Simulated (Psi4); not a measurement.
# CHClGaNO (SMILES O=C=[N][GaH][Cl]): wB97M-V/6-31G(d) (spherical functions)

Aim: the vertical ionisation energy of CHClGaNO at wB97M-V/6-31G* (spherical functions), from 2 runs. 

Program for the calculation: Psi4 1.11.

2 further runs of the same task are left out: 2 set aside as unsound or not needed. Runs told in other sessions of the task aren't counted.

### 1 The structure to begin with

CHClGaNO: 6 atoms, total charge 0, spin state singlet. SMILES: `O=C=[N][GaH][Cl]`. The shape is that of a PBE0-D4/def2-TZVP optimisation. This is one conformer, not always the lowest.

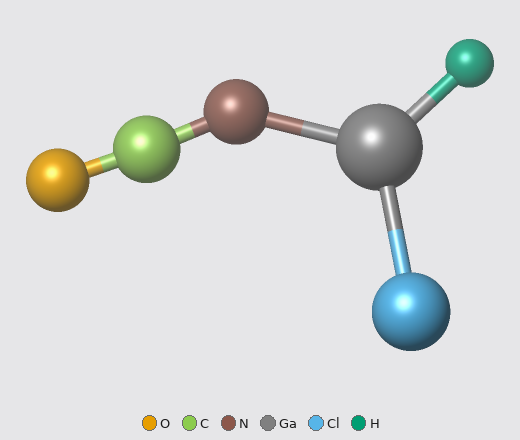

Viewed from a chosen angle; oxygen amber, carbon green, nitrogen brown, gallium grey, chlorine blue, hydrogen teal.

### 2 The energy at wB97M-V/6-31G(d) (spherical functions)

chclgano.xyz

```xyz
6
CHClGaNO
O     -0.700200    -2.626600    -0.696700
C     -0.691800    -1.486000    -0.467600
N     -0.756800    -0.304700    -0.247900
Ga     0.248500     1.124400     0.275700
Cl     2.297400     0.694600     0.677800
H     -0.354900     2.534400     0.412700
```

run.py

```python
import psi4

psi4.set_memory(2200000000)
psi4.set_num_threads(1)
psi4.core.set_output_file('chclgano.out', False)

with open('chclgano.xyz') as f:
    atoms = ''.join(f.readlines()[2:])
geom = psi4.geometry('0 1\n' + atoms + 'symmetry c1\nno_reorient\nno_com')

options = {'basis': '6-31G*', 'puream': True, 'e_convergence': 1e-09, 'd_convergence': 1e-08, 'scf_type': 'pk', 'dft_radial_points': 99, 'dft_spherical_points': 590}
psi4.set_options(options)

e, wfn = psi4.energy('wb97m-v', return_wfn=True)
print('E =', round(e, 9))
```

The run is started by

```bash
$ python run.py
```

chclgano.out:

```text
[...]
  Running in c1 symmetry.
[...]
  Nuclear repulsion =  378.168382856798132
[...]
  Multiplicity = 1
[...]
  Nalpha       = 35
  Nbeta        = 35
[...]
    Number of basis functions: 94
[...]
   @RKS iter   1: -2551.47339184802058   -2.06180e+00   3.11650e-02 ADIIS/DIIS
[...]
   @RKS iter  15: -2553.35211820730592   -9.09495e-13   4.40947e-09 DIIS
[...]
    Orbital Energies [Eh]
    ---------------------
    Doubly Occupied:
       1A   -373.201472     2A   -101.863529     3A    -46.288063
       4A    -40.932928     5A    -40.929121     6A    -40.928367
       7A    -19.405189     8A    -14.542404     9A    -10.507191
      10A     -9.643532    11A     -7.346162    12A     -7.341493
      13A     -7.340528    14A     -5.758423    15A     -4.011379
      16A     -4.003850    17A     -4.001367    18A     -1.242090
      19A     -1.067152    20A     -1.023179    21A     -1.014099
      22A     -1.011813    23A     -1.011717    24A     -1.007027
      25A     -0.929335    26A     -0.672096    27A     -0.614665
      28A     -0.576733    29A     -0.575354    30A     -0.527727
      31A     -0.471199    32A     -0.439452    33A     -0.424944
      34A     -0.403201    35A     -0.400249
[...]
  @RKS Final Energy: -2553.35211820730592
   => Energetics <=
    Nuclear Repulsion Energy =            378.1683828567981323
    One-Electron Energy =               -4299.9922809116560529
    Two-Electron Energy =                1465.1128134998655241
    DFT Exchange-Correlation Energy =     -96.9297941121512281
    Empirical Dispersion Energy =           0.0000000000000000
    VV10 Nonlocal Energy =                  0.2887604598378156
    Total Energy =                      -2553.3521182073059208
[...]
 Multipole Moments:
 ------------------------------------------------------------------------------------
     Multipole            Electronic (a.u.)      Nuclear  (a.u.)        Total (a.u.)
 ------------------------------------------------------------------------------------
 L = 1.  Multiply by 2.5417464519 to convert [e a0] to [Debye]
 Dipole X            :        -59.5506991           59.2512288           -0.2994703
 Dipole Y            :        -31.4903276           32.3848035            0.8944759
 Dipole Z            :        -19.4850112           19.5917356            0.1067244
 Magnitude           :                                                    0.9492943
[...]
```

On the terminal:

```text
E = -2553.352118207
```

Wall time 92 s (1 thread of Intel Xeon Platinum 8488C (Sapphire Rapids), shared host); peak memory 1.3 GiB.

### 3 The doublet cation at the same level

calc.inp

```
memory 2200 MB

molecule system {
  1 2
  O     -0.700200    -2.626600    -0.696700
  C     -0.691800    -1.486000    -0.467600
  N     -0.756800    -0.304700    -0.247900
  Ga     0.248500     1.124400     0.275700
  Cl     2.297400     0.694600     0.677800
  H     -0.354900     2.534400     0.412700
  symmetry c1
  no_reorient
  no_com
}

set {
  basis                6-31G*
  reference            uks
  puream               true
  e_convergence        1e-09
  d_convergence        1e-08
  scf_type             pk
  dft_radial_points    99
  dft_spherical_points 590
  maxiter              100
}

energy_value, wavefunction = energy('wb97m-v', return_wfn=True)
```

The run is started by

```bash
$ psi4 calc.inp calc.out -n 1
```

calc.out:

```text
[...]
  Running in c1 symmetry.
[...]
  Nuclear repulsion =  378.168382856798132
[...]
  Multiplicity = 2
[...]
  Nalpha       = 35
  Nbeta        = 34
[...]
    Number of basis functions: 94
[...]
   @UKS iter   1: -2550.97079181389654   -1.55920e+00   3.13925e-02 ADIIS/DIIS
[...]
   @UKS iter  24: -2552.94465546760966   -2.27374e-12   9.75099e-09 DIIS
[...]
   @S^2 Observed:                7.707698395E-01
[...]
    Orbital Energies [Eh]
    ---------------------
    Alpha Occupied:
       1A   -373.410654     2A   -102.067716     3A    -46.497392
       4A    -41.141665     5A    -41.138735     6A    -41.137855
       7A    -19.722052     8A    -14.869340     9A    -10.786794
      10A     -9.846112    11A     -7.551209    12A     -7.543397
      13A     -7.542769    14A     -5.967287    15A     -4.218694
      16A     -4.214052    17A     -4.209924    18A     -1.538546
      19A     -1.374862    20A     -1.229840    21A     -1.226778
      22A     -1.222803    23A     -1.220269    24A     -1.218894
      25A     -1.128209    26A     -0.946506    27A     -0.895703
      28A     -0.872849    29A     -0.858222    30A     -0.749786
      31A     -0.715850    32A     -0.702667    33A     -0.649980
      34A     -0.623371    35A     -0.614478
[...]
  @UKS Final Energy: -2552.94465546760966
   => Energetics <=
    Nuclear Repulsion Energy =            378.1683828567981323
    One-Electron Energy =               -4283.8484092322778451
    Two-Electron Energy =                1449.1801796233739879
    DFT Exchange-Correlation Energy =     -96.7310058635042793
    Empirical Dispersion Energy =           0.0000000000000000
    VV10 Nonlocal Energy =                  0.2861971480007926
    Total Energy =                      -2552.9446554676096639
  UHF NO Occupations:
  HONO-2 :   33  A 1.9980842
  HONO-1 :   34  A 1.9924006
[...]
 Multipole Moments:
 ------------------------------------------------------------------------------------
     Multipole            Electronic (a.u.)      Nuclear  (a.u.)        Total (a.u.)
 ------------------------------------------------------------------------------------
 L = 1.  Multiply by 2.5417464519 to convert [e a0] to [Debye]
 Dipole X            :        -59.6643584           59.2512288           -0.4131295
 Dipole Y            :        -32.4764448           32.3848035           -0.0916412
 Dipole Z            :        -19.7219625           19.5917356           -0.1302269
 Magnitude           :                                                    0.4427563
[...]
```

Run time: 2.8 min. Hardware: 1 thread of Intel Xeon Platinum 8488C (Sapphire Rapids), shared host; peak memory 1.3 GiB.

### 4 Results

Level: wB97M-V/6-31G* (spherical functions).

| quantity | value |
| --- | --- |
| singlet CHClGaNO: total energy | -2553.35212 Eh |
| singlet CHClGaNO: dipole moment | 2.41 D |
| singlet CHClGaNO: HOMO energy | -10.89 eV |
| singlet CHClGaNO: LUMO energy | -0.08 eV |
| singlet CHClGaNO: HOMO–LUMO gap | 10.81 eV |
| doublet cation: total energy | -2552.94466 Eh |
| doublet cation: HOMO energy (highest over α and β) | -16.44 eV |
| doublet cation: LUMO energy (lowest over α and β) | -11.27 eV |
| doublet cation: ⟨S²⟩ | 0.771 |
| vertical ionisation energy (to the doublet cation) | 11.088 eV |

In words: Removing an electron at fixed nuclei costs 11.09 eV (256 kcal/mol). −ε(HOMO) before ionisation, 10.89 eV, is 0.20 eV below this ionisation energy. With no_com the log's rotational constants are taken about the origin, not the centre of mass, so they aren't the molecule's.
